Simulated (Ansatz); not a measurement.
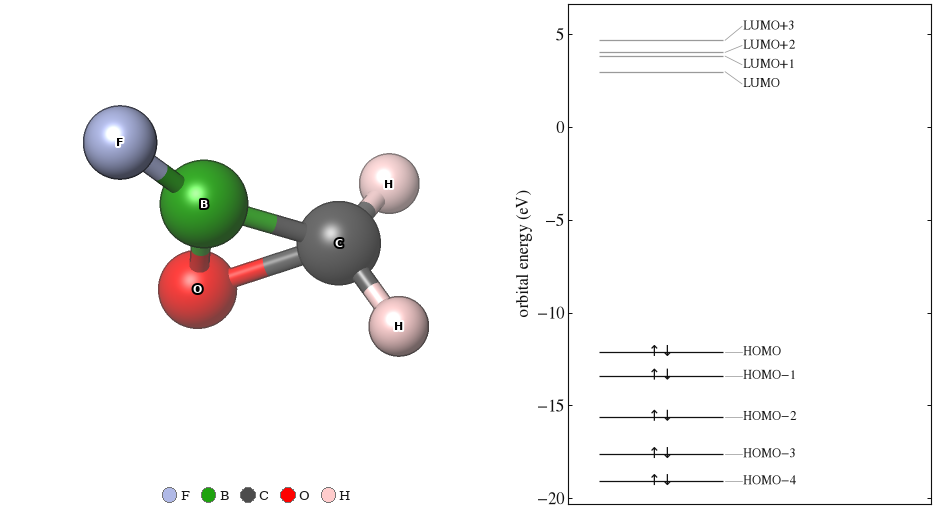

CH₂BFO, SMILES FB1CO1. Hartree-Fock orbital energies near the frontier, HF/def2-TZVPP with the Ansatz code, at a PBE0-D4/def2-TZVP geometry (a minimum by its frequencies), isolated molecule; empty levels in grey, levels within 0.03 eV side by side.

> Where do the frontier orbitals lie?

HOMO at −12.13 eV, LUMO at 2.97 eV, 15.11 eV apart.

> How far below the HOMO does the next level lie?

1.27 eV.

> List the levels.

| orbital | energy (eV) |
| --- | --- |
| LUMO+3 | 4.67 |
| LUMO+2 | 4.02 |
| LUMO+1 | 3.82 |
| LUMO | 2.97 |
| HOMO | −12.13 |
| HOMO−1 | −13.41 |
| HOMO−2 | −15.62 |
| HOMO−3 | −17.63 |
| HOMO−4 | −19.09 |

Note: empty levels above zero depend strongly on the basis.
